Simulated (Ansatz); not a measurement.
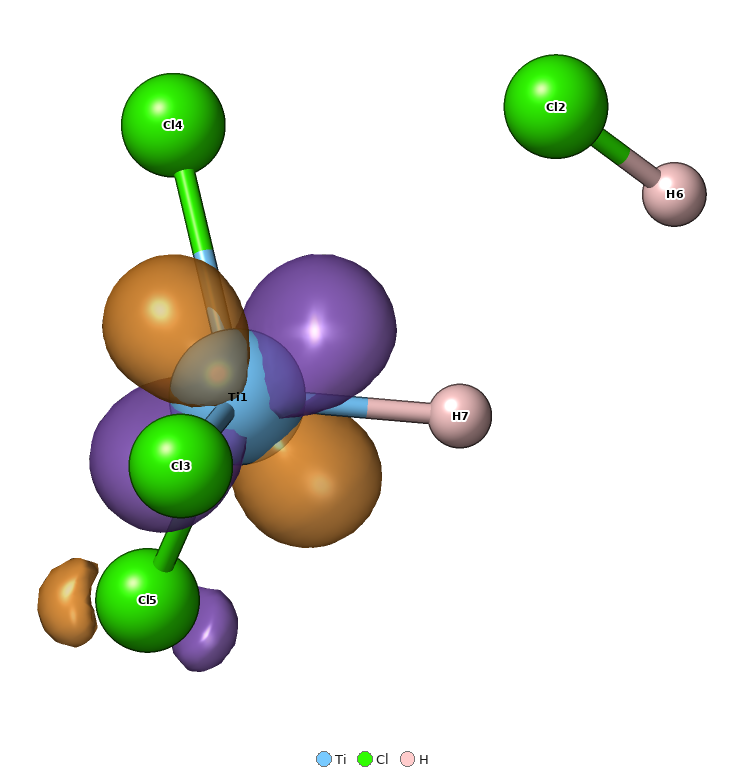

*Cl3HTi···HCl. One frontier orbital at ±0.2 Å⁻³ᐟ² (orange and purple are the two phases), seen at an oblique angle.*

The product side of a reaction path; geometry: PBE0-D4/def2-TZVP.

All numbers below come from Ansatz 0.2.0, RKS PBE0-D4/def2-TZVPP.

Input file:

```
crystal:
  periodic: [false, false, false]
  atoms:
    - {symbol: Ti, position_ang: [-0.189868, 1.019778, -0.177935]}
    - {symbol: Cl, position_ang: [-0.253805, -2.690182, 0.341542]}
    - {symbol: Cl, position_ang: [-0.918576, 0.242748, -2.060919]}
    - {symbol: Cl, position_ang: [-1.451215, 0.758881, 1.560258]}
    - {symbol: Cl, position_ang: [0.615796, 3.016952, -0.343974]}
    - {symbol: H, position_ang: [0.999252, -2.512961, 0.531775]}
    - {symbol: H, position_ang: [1.198318, 0.164784, 0.149253]}
basis:
  gaussian: {orbitals: def2-TZVPP}
hamiltonian: {xc: pbe0, dispersion: d4}
output: {orbitals: {seedname: orbitals}}
```

Launched as:

```sh
ansatz run in.yaml --threads 8 --pin off --events-out ev --progress --plain --max-ram 19148MiB
```

> Which orbital is it: HOMO or LUMO?

The LUMO, at −3.41 eV. It lies mainly on Ti1 (about 75 %) and Cl5 (about 10 %).
